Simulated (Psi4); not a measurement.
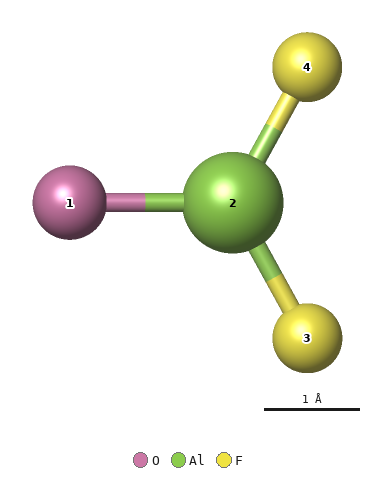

Figure 1. The structure (ball-and-stick view, seen on its broad side; atoms are numbered from 1 in the order of the input). Sticks mark near contacts. Bond lengths as drawn: Al–F 1.63 Å and Al–O 1.72 Å.

**AlOF2: polarizability calculation**

AlOF2, multiplicity 2, computed with BLYP/aug-cc-pCVDZ, UKS (Psi4 1.11).

The geometry comes from this level: PBE0-D4/def2-TZVP.

Input file (calc.in):
```
memory 1600 mb

molecule {
  0 2
  O      0.682900    -0.910900     1.260000
  Al    -0.000600     0.004300    -0.032400
  F     -1.477200    -0.401600    -0.592500
  F      0.850400     1.247900    -0.655300
}

set {
  basis aug-cc-pCVDZ
  reference uks
}

e_tot, wfn = properties('blyp', properties=['dipole_polarizabilities'], return_wfn=True)
print_variables()
```

Run on 1 thread of AMD EPYC (Zen 5), 16 GiB of memory available, shared host.

Run as:
```bash
psi4 -n 1 calc.in calc.out
```

Log:
```
Psi4 1.11 release

   => Loading Basis Set <=

    Name: AUG-CC-PCVDZ
    Role: ORBITAL
    Keyword: BASIS

         ---------------------------------------------------------
                                   SCF
                              UKS Reference
                        1 Threads,   1525 MiB Core
         ---------------------------------------------------------

  ==> Geometry <==

    Molecular point group: c1
    Full point group: C1

    Geometry (in Angstrom), charge = 0, multiplicity = 2:

       Center              X                  Y                   Z               Mass
    ------------   -----------------  -----------------  -----------------  -----------------
         O            0.695267796953    -0.930963432000     1.314670108661    15.994914619570
         AL           0.011767796953    -0.015763432000     0.022270108661    26.981538530000
         F           -1.464832203047    -0.421663432000    -0.537829891339    18.998403162730
         F            0.862767796953     1.227836568000    -0.600629891339    18.998403162730

  Running in c1 symmetry.

  Rotational constants: A =      0.23679  B =      0.21795  C =      0.11349 [cm^-1]
  Rotational constants: A =   7098.80571  B =   6533.88491  C =   3402.32026 [MHz]
  Nuclear repulsion =  149.228779344674905

  Charge       = 0
  Multiplicity = 2
  Electrons    = 39
  Nalpha       = 20
  Nbeta        = 19

  ==> Algorithm <==

  SCF Algorithm Type is DF.
  DIIS enabled.
  MOM disabled.
  Fractional occupation disabled.
  Guess Type is SAD.
  Energy threshold   = 1.00e-06
  Density threshold  = 1.00e-06
  Integral threshold = 1.00e-12

  ==> Primary Basis <==

  Basis Set: AUG-CC-PCVDZ
    Blend: AUG-CC-PCVDZ
    Number of shells: 47
    Number of basis functions: 117
    Number of Cartesian functions: 126
    Spherical Harmonics?: true
    Max angular momentum: 2

  ==> DFT Potential <==

   => LibXC <=

    Version 7.1.2

   => Composite Functional: BLYP <=

    BLYP GGA Exchange-Correlation Functional

    Deriv               =              1
    GGA                 =           TRUE
    Meta                =          FALSE

    Exchange Hybrid     =          FALSE
    MP2 Hybrid          =          FALSE

   => Exchange Functionals <=

    1.0000     XC_GGA_X_B88

   => Correlation Functionals <=

    1.0000     XC_GGA_C_LYP

   => LibXC Density Thresholds  <==

    XC_GGA_C_LYP:  1.00E-14
    XC_GGA_X_B88:  1.00E-15

   => Molecular Quadrature <=

    Radial Scheme          =       TREUTLER
    Pruning Scheme         =           NONE
    Nuclear Scheme         =       TREUTLER

    Blocking Scheme        =         OCTREE
    BS radius alpha        =              1
    Pruning alpha          =              1
    Radial Points          =             75
    Spherical Points       =            302
    Total Points           =          88908
    Total Blocks           =            729
    Max Points             =            256
    Max Functions          =            109
    Weights Tolerance      =       1.00E-15

   => Loading Basis Set <=

    Name: (AUG-CC-PCVDZ AUX)
    Role: JKFIT
    Keyword: DF_BASIS_SCF

  ==> Integral Setup <==

  DFHelper Memory: AOs need 0.039 GiB; user supplied 0.894 GiB.
  SCF_SUBTYPE=INCORE selected. In-core MEM_DF algorithm will be used.
  Using in-core AOs.

  ==> MemDFJK: Density-Fitted J/K Matrices <==

    J tasked:                   Yes
    K tasked:                    No
    wK tasked:                   No
    Memory [MiB]:               915
    Algorithm:                 Core
    Schwarz Cutoff:           1E-12
    Mask sparsity (%):       4.8506
    Fitting Condition:        1E-10

   => Auxiliary Basis Set <=

  Basis Set: (AUG-CC-PCVDZ AUX)
    Blend: DEF2-UNIVERSAL-JKFIT
    Number of shells: 113
    Number of basis functions: 359
    Number of Cartesian functions: 434
    Spherical Harmonics?: true
    Max angular momentum: 4

  Cached 100.0% of DFT collocation blocks in 0.223 [GiB].

  Minimum eigenvalue in the overlap matrix is 7.8082570574E-04.
  Reciprocal condition number of the overlap matrix is 1.4157086238E-04.
    Using symmetric orthogonalization.

  ==> Pre-Iterations <==

  SCF Guess: Superposition of Atomic Densities via on-the-fly atomic UHF (no occupation information).

   -------------------------
    Irrep   Nso     Nmo
   -------------------------
     A        117     117
   -------------------------
    Total     117     117
   -------------------------

  ==> Iterations <==

                           Total Energy        Delta E     RMS |[F,P]|

   @DF-UKS iter SAD:  -516.67399751194046   -5.16674e+02   0.00000e+00
   @DF-UKS iter   1:  -517.19634472307382   -5.22347e-01   7.76092e-03 DIIS/ADIIS
   @DF-UKS iter   2:  -516.03706709434039    1.15928e+00   1.71741e-02 DIIS/ADIIS
   @DF-UKS iter   3:  -517.47088294658158   -1.43382e+00   9.07612e-04 DIIS/ADIIS
   @DF-UKS iter   4:  -517.47282020766909   -1.93726e-03   3.88770e-04 DIIS/ADIIS
   @DF-UKS iter   5:  -517.47287157825497   -5.13706e-05   3.40741e-04 DIIS/ADIIS
   @DF-UKS iter   6:  -517.47352053342490   -6.48955e-04   3.35709e-05 DIIS
   @DF-UKS iter   7:  -517.47352643351655   -5.90009e-06   2.49868e-06 DIIS
   @DF-UKS iter   8:  -517.47352648660637   -5.30898e-08   9.19656e-07 DIIS
  Energy and wave function converged.

  ==> Post-Iterations <==

   Electrons on quadrature grid:
      Nalpha   =   19.9999737115 ; deviation = -2.629e-05
      Nbeta    =   18.9999718988 ; deviation = -2.810e-05
      Ntotal   =   38.9999456103 ; deviation = -5.439e-05

   @Spin Contamination Metric:   2.677829390E-03
   @S^2 Expected:                7.500000000E-01
   @S^2 Observed:                7.526778294E-01
   @S   Expected:                5.000000000E-01
   @S   Observed:                5.000000000E-01

    Orbital Energies [Eh]
    ---------------------

    Alpha Occupied:

       1A    -55.499929     2A    -24.310125     3A    -24.310113
       4A    -18.870436     5A     -4.001819     6A     -2.613423
       7A     -2.609160     8A     -2.608270     9A     -1.084189
      10A     -1.076277    11A     -0.901229    12A     -0.449695
      13A     -0.417428    14A     -0.391662    15A     -0.389914
      16A     -0.381166    17A     -0.375334    18A     -0.358702
      19A     -0.354014    20A     -0.316763

    Alpha Virtual:

      21A     -0.090716    22A     -0.037610    23A      0.003091
      24A      0.003537    25A      0.024113    26A      0.030685
      27A      0.076065    28A      0.077191    29A      0.085321
      30A      0.088711    31A      0.093783    32A      0.094018
      33A      0.100253    34A      0.174813    35A      0.177744
      36A      0.187925    37A      0.202494    38A      0.213045
      39A      0.228272    40A      0.247408    41A      0.252714
      42A      0.266034    43A      0.285068    44A      0.288455
      45A      0.317875    46A      0.332972    47A      0.355429
      48A      0.357347    49A      0.375950    50A      0.419145
      51A      0.442567    52A      0.532257    53A      0.624575
      54A      0.661917    55A      0.768802    56A      0.855072
      57A      0.890756    58A      0.901057    59A      0.938970
      60A      1.036550    61A      1.039449    62A      1.042492
      63A      1.092074    64A      1.140129    65A      1.195150
      66A      1.211542    67A      1.227453    68A      1.276060
      69A      1.288672    70A      1.328238    71A      1.352290
      72A      1.411486    73A      1.421580    74A      1.457701
      75A      1.659859    76A      1.724377    77A      1.739573
      78A      1.839057    79A      2.018061    80A      2.305429
      81A      2.383315    82A      3.070710    83A      3.085329
      84A      3.186221    85A      3.212659    86A      3.226749
      87A      4.293987    88A      4.319796    89A      4.333251
      90A      4.362210    91A      4.363703    92A      4.407673
      93A      4.445185    94A      4.447532    95A      4.489367
      96A      4.612345    97A      4.627957    98A      5.045604
      99A      5.102741   100A      8.033631   101A      8.033856
     102A      8.070455   103A      8.109679   104A      8.132160
     105A      8.293102   106A     32.888169   107A     37.569830
     108A     37.607243   109A     37.900517   110A     41.448996
     111A     41.531433   112A     47.044779   113A     47.069291
     114A     47.089377   115A     47.191414   116A     47.327525
     117A     47.406737

    Beta Occupied:

       1A    -55.500050     2A    -24.309660     3A    -24.309649
       4A    -18.849150     5A     -4.001970     6A     -2.613638
       7A     -2.609255     8A     -2.608500     9A     -1.083162
      10A     -1.075259    11A     -0.844981    12A     -0.448008
      13A     -0.414474    14A     -0.389369    15A     -0.388203
      16A     -0.374936    17A     -0.368650    18A     -0.335009
      19A     -0.295565

    Beta Virtual:

      20A     -0.262017    21A     -0.088571    22A     -0.036688
      23A      0.004478    24A      0.005380    25A      0.023809
      26A      0.031396    27A      0.078548    28A      0.081506
      29A      0.087005    30A      0.089046    31A      0.093984
      32A      0.094836    33A      0.107001    34A      0.175175
      35A      0.179422    36A      0.193296    37A      0.202565
      38A      0.216075    39A      0.228038    40A      0.247891
      41A      0.252323    42A      0.269771    43A      0.286830
      44A      0.293619    45A      0.318837    46A      0.334116
      47A      0.355550    48A      0.357837    49A      0.378236
      50A      0.420752    51A      0.445619    52A      0.534061
      53A      0.635563    54A      0.665845    55A      0.792023
      56A      0.874519    57A      0.892774    58A      0.914501
      59A      0.965806    60A      1.042696    61A      1.049145
      62A      1.089028    63A      1.092360    64A      1.142760
      65A      1.197091    66A      1.215468    67A      1.228520
      68A      1.277068    69A      1.289658    70A      1.330184
      71A      1.353938    72A      1.422138    73A      1.429828
      74A      1.458643    75A      1.666445    76A      1.740154
      77A      1.745643    78A      1.841313    79A      2.043645
      80A      2.306564    81A      2.384545    82A      3.140540
      83A      3.177373    84A      3.198278    85A      3.234827
      86A      3.294595    87A      4.294765    88A      4.320029
      89A      4.334655    90A      4.363669    91A      4.365033
      92A      4.408534    93A      4.446168    94A      4.447731
      95A      4.491512    96A      4.613552    97A      4.627474
      98A      5.045586    99A      5.102752   100A      8.033483
     101A      8.033763   102A      8.070339   103A      8.109701
     104A      8.132095   105A      8.293193   106A     32.920369
     107A     37.581382   108A     37.657025   109A     37.912034
     110A     41.449686   111A     41.532140   112A     47.045002
     113A     47.069516   114A     47.090372   115A     47.192414
     116A     47.327911   117A     47.407099

    Final Occupation by Irrep:
              A
    DOCC [    19 ]
    SOCC [     1 ]
    NA   [    20 ]
    NB   [    19 ]

  @DF-UKS Final Energy:  -517.47352648660637

   => Energetics <=

    Nuclear Repulsion Energy =            149.2287793446749049
    One-Electron Energy =               -1016.6876642423685553
    Two-Electron Energy =                 398.2336203532125296
    DFT Exchange-Correlation Energy =     -48.2482619421252750
    Empirical Dispersion Energy =           0.0000000000000000
    VV10 Nonlocal Energy =                  0.0000000000000000
    Total Energy =                       -517.4735264866063744

  UHF NO Occupations:
  HONO-2 :   18  A 1.9995276
  HONO-1 :   19  A 1.9995124
  HONO-0 :   20  A 1.0000000
  LUNO+0 :   21  A 0.0004876
  LUNO+1 :   22  A 0.0004724
  LUNO+2 :   23  A 0.0003181
  LUNO+3 :   24  A 0.0000579

Computation Completed

Properties will be evaluated at   0.000000,   0.000000,   0.000000 [a0]

Properties computed using the BLYP density matrix

 Multipole Moments:

 ------------------------------------------------------------------------------------
     Multipole            Electronic (a.u.)      Nuclear  (a.u.)        Total (a.u.)
 ------------------------------------------------------------------------------------

 L = 1.  Multiply by 2.5417464519 to convert [e a0] to [Debye]
 Dipole X            :         -0.5948936            0.5603871           -0.0345065
 Dipole Y            :          0.7965447           -0.7503608            0.0461839
 Dipole Z            :         -1.1248145            1.0596341           -0.0651803
 Magnitude           :                                                    0.0870179

 ------------------------------------------------------------------------------------

         ---------------------------------------------------------
                       CPSCF Linear Response Solver
         ---------------------------------------------------------

   ==> Requested Responses <==

    Dipole polarizabilities

   ==> Coupled-Perturbed UKS Solver <==

    Maxiter             =         100
    Convergence         =   1.000E-06
    Number of equations =           6
   -----------------------------------------------------
     Iter   Residual RMS      Max RMS  Remain  Time [s]
   -----------------------------------------------------
    Guess      2.807e+00    2.843e+00       3         1
        1      1.613e+00    1.628e+00       3         3
        2      3.559e-01    3.657e-01       3         4
        3      1.113e-01    1.134e-01       3         5
        4      4.144e-02    4.452e-02       3         6
        5      8.924e-03    1.107e-02       3         7
        6      3.526e-03    4.659e-03       3         9
        7      1.432e-03    1.900e-03       3        10
        8      4.479e-04    5.955e-04       3        11
        9      1.200e-04    1.740e-04       3        12
       10      2.961e-05    4.085e-05       3        13
       11      5.582e-06    7.384e-06       3        14
       12      1.019e-06    1.247e-06       2        16
       13      4.521e-07    3.740e-07       0        16
   -----------------------------------------------------

    Solver has converged.

   ==> Response Properties <==

    => Dipole polarizabilities <=

              X          Y          Z
    ----- ---------- ---------- ----------
      X     26.06188   -0.83680    2.48031
      Y     -0.83680   26.45298   -3.39460
      Z      2.48031   -3.39460   28.15628

	total time  =         20 seconds =       0.33 minutes

  Variable Map:
  ----------------------------------------------------------------------------
  "CURRENT ENERGY"              =>    -517.473526486606
  "CURRENT REFERENCE ENERGY"    =>    -517.473526486606
  "DD SOLVATION ENERGY"         =>       0.000000000000
  "DFT FUNCTIONAL TOTAL ENERGY" =>    -517.473526486606
  "DFT TOTAL ENERGY"            =>    -517.473526486606
  "DFT VV10 ENERGY"             =>       0.000000000000
  "DFT XC ENERGY"               =>     -48.248261942125
  "DIPOLE POLARIZABILITY XX"    =>      26.061879505102
  "DIPOLE POLARIZABILITY XY"    =>      -0.836799307755
  "DIPOLE POLARIZABILITY XZ"    =>       2.480313330479
  "DIPOLE POLARIZABILITY YX"    =>      -0.836799215455
  "DIPOLE POLARIZABILITY YY"    =>      26.452980875598
  "DIPOLE POLARIZABILITY YZ"    =>      -3.394599243272
  "DIPOLE POLARIZABILITY ZX"    =>       2.480312467156
  "DIPOLE POLARIZABILITY ZY"    =>      -3.394597953527
  "DIPOLE POLARIZABILITY ZZ"    =>      28.156281776572
  "GRID ELECTRONS ALPHA"        =>      19.999973711460
  "GRID ELECTRONS BETA"         =>      18.999971898823
  "GRID ELECTRONS TOTAL"        =>      38.999945610282
  "NUCLEAR REPULSION ENERGY"    =>     149.228779344675
  "ONE-ELECTRON ENERGY"         =>   -1016.687664242369
  "PCM POLARIZATION ENERGY"     =>       0.000000000000
  "PE ENERGY"                   =>       0.000000000000
  "SCF ITERATION ENERGY"        =>    -517.473526486606
  "SCF ITERATIONS"              =>       8.000000000000
  "SCF TOTAL ENERGY"            =>    -517.473526486606
  "TWO-ELECTRON ENERGY"         =>     398.233620353213
  "XC GRID RADIAL POINTS"       =>      75.000000000000
  "XC GRID SPHERICAL POINTS"    =>     302.000000000000
  "XC GRID TOTAL POINTS"        =>   88908.000000000000

  Array Variable Map:
  ----------------------------------------------------------------------------
  "BLYP DIPOLE"                 =>      -0.034506459498 ... -0.065180325635 1 by 3
  "SCF DIPOLE"                  =>      -0.034506459498 ... -0.065180325635 1 by 3
  "SCF TOTAL ENERGIES"          =>    -516.673997511940 ... -517.473526486606 1 by 9

    Psi4 run time: 0:00:20.05
```

Key numbers:

| quantity | value |
| --- | --- |
| outcome | converged |
| total energy | −517.473526 hartree |
| basis functions | 117 |
| ⟨S²⟩ | 0.753 |
| dipole moment | 0.22 D |
| wall time | 21 s |
| peak memory | 0.5 GiB |
